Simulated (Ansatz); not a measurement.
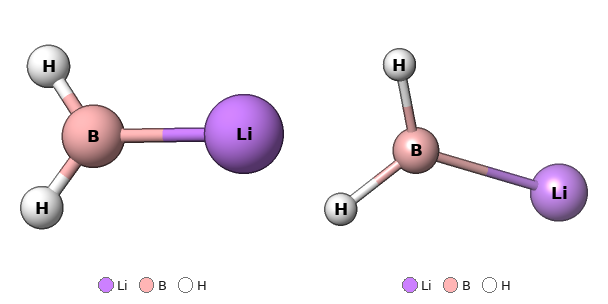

Two views of one molecule.

What does the picture show?

The molecule is BH₂Li. This geometry has C2v symmetry. All atoms lie on one plane. Coordination: 1 B trigonal planar.

The parts below concern this one geometry. Atoms keep their numbers from picture to picture. Computed geometry: PBE0-D4/def2-TZVP optimisation. No frequency run is at hand to confirm it as a minimum.

### Electronic properties

No frequency run is at hand to confirm it as a minimum. Properties computed with RKS PBE0-D4/def2-TZVPP (Ansatz 0.2.0).

What is the HOMO–LUMO gap?

Answer. 3.75 eV.

Estimate the HOMO energy (Kohn–Sham orbital).

Answer. −4.85 eV.

### Dipole moment

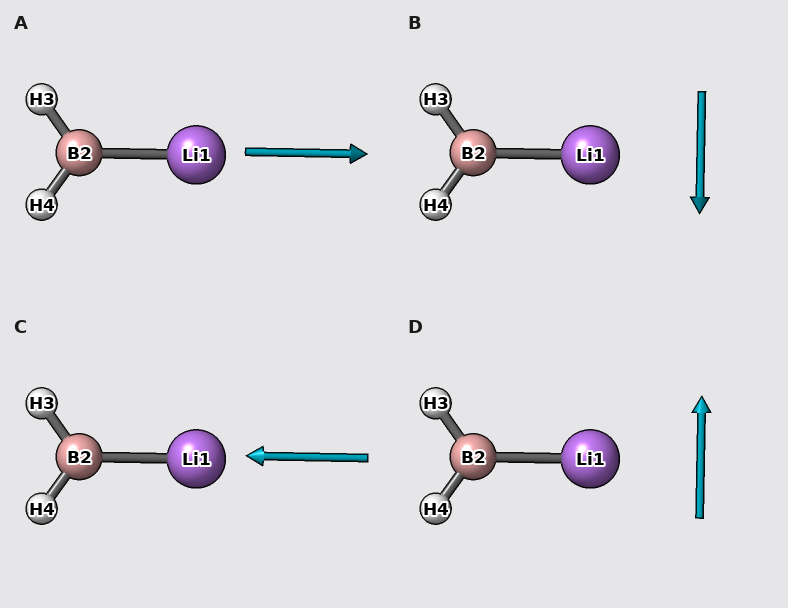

The same molecule four times, each with an arrow. No frequency run is at hand to confirm it as a minimum. Properties computed with RKS PBE0-D4/def2-TZVP (Ansatz 0.2.0).

Which arrow points along the dipole moment, from the negative to the positive end?

Answer. A. The dipole moment is 5.46 D; it points from the side of H3, H4 to the side of Li1 (the outermost atoms at the two ends).

### Charges

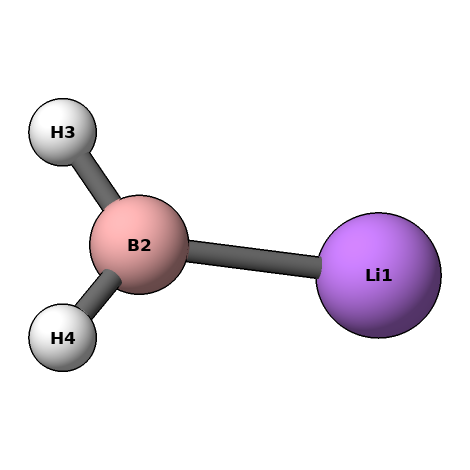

The questions are on Mulliken charges. No frequency run is at hand to confirm it as a minimum. Method: RKS PBE0-D4/def2-TZVP (Ansatz 0.2.0).

List the Mulliken charges.

```
atom  value (e)
 Li1       0.52
  B2      −0.52
  H3       0.00
  H4       0.00
```

Mulliken values depend strongly on the basis set and can even reverse the polarity of a bond.
